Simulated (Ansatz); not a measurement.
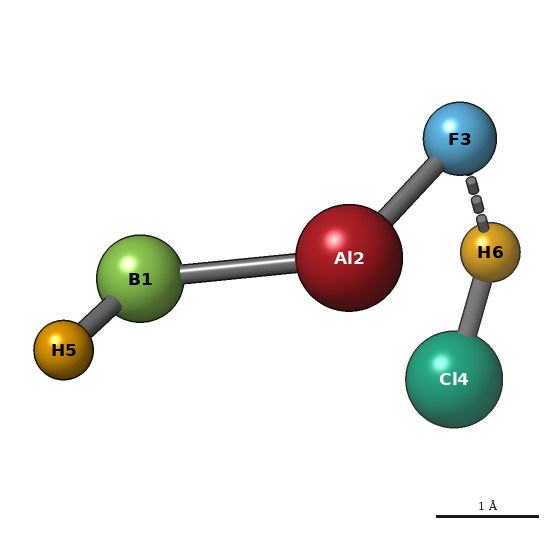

Broken lines mark hydrogen bonds. Computed geometry: PBE-D4/def2-SVP optimisation. No frequency run is at hand to confirm it as a minimum.

Give donor, acceptor, H···A distance and D–H···A angle of each hydrogen bond.

| D–H···A | D–H (Å) | H···A (Å) | angle (°) | kind |
| --- | --- | --- | --- | --- |
| Cl4–H6···F3 | 1.34 | 1.74 | 135 | intermolecular |
